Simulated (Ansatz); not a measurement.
## Electronic structure of C2H7Ga···HF in real space

```xyz
12

Ga   -0.1571    0.3512    0.1913
H     0.5329    1.1859    1.3087
C     0.1724    0.9320   -1.6736
C    -1.3440   -1.1224    0.7764
H     2.1673    0.2116    1.5440
F     2.6151   -0.5319    1.2269
H    -0.1130    1.9882   -1.7963
H     1.2482    0.8694   -1.8975
H    -0.3705    0.3376   -2.4196
H    -2.2446   -0.7107    1.2592
H    -0.8371   -1.7425    1.5297
H    -1.6697   -1.7685   -0.0491
```

Not at a stationary point (largest force 1.4 eV/Å).

Computed with RKS PBE/def2-mTZVP (Ansatz).

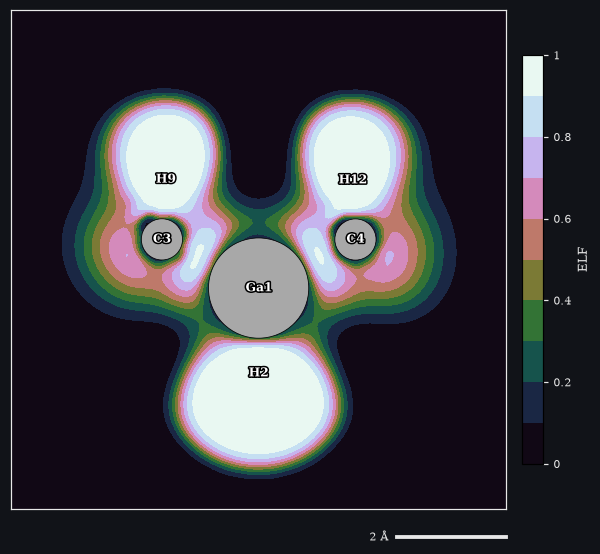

Figure 1. Electron localisation function on the plane of atoms H2, Ga1 and C4. Grey discs cover the atomic cores.

Question: Describe what can be read from this map.

Answer: Atoms in the plane: Ga, H and C. C–Ga (1.98 Å): the ELF peaks at about 0.90 in the valence shell of C, 0.7 Å from its nucleus, and is about 0.55 at the midpoint. C–H (1.10 Å): the ELF climbs to about 1 towards the hydrogen, as it does in any bond to H (a covalent bond by its length). Ga–H (1.56 Å): the ELF climbs to about 1 towards the hydrogen.

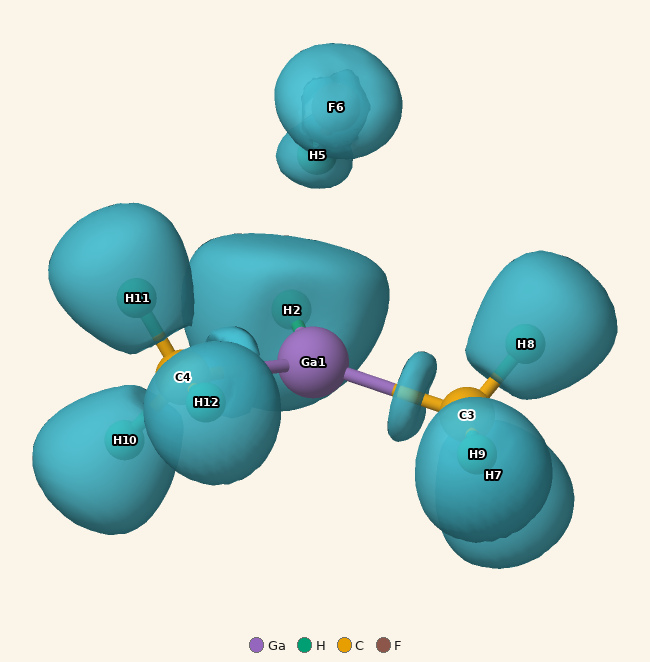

Figure 2. Isosurface of the ELF at 0.8 (cyan), seen at a tilt. Core shells and regions of very low density are left out.

Question: Describe the localisation domains.

Answer: The ELF exceeds this value in seven regions around hydrogen nuclei, two lobes of the valence shell of C pointing towards Ga (polar bonds) and one joined region spread over several atoms (F, H), in which their bonds and any lone pairs are merged. Profiles from the grid: Ga1···H5 (2.69 Å): the ELF dips to about 0.05 between them.

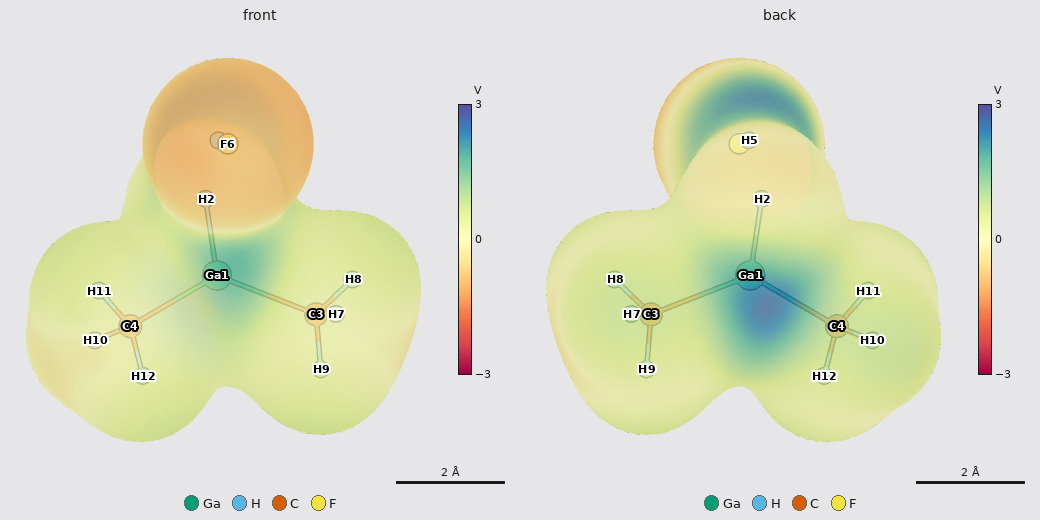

Figure 3. The electrostatic potential painted on the density surface at 0.002 e/bohr³, seen from the front and from behind; red is negative and blue positive.

Question: Which sites attract a positive test charge, and which a negative one?

Answer: A positive charge is drawn to the negative regions and a negative charge to the positive ones. The most negative region (about −1.1 V, or −25 kcal/mol for a unit charge) lies over F6, the most positive (about +2.4 V, or +55 kcal/mol for a unit charge) over Ga1.

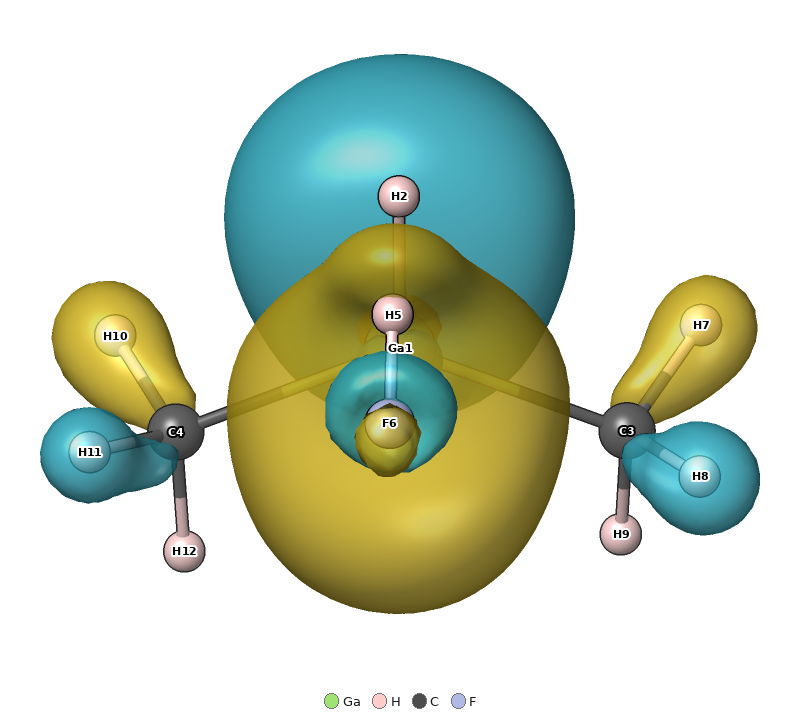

Figure 4. The LUMO at ±0.1 Å⁻³ᐟ² (yellow and cyan are the two phases), seen from one side.

Question: Where does this orbital lie, and at what energy?

Answer: Its weight (Hirshfeld) is mainly on Ga1 (about 65 %). Its energy is −1.88 eV.
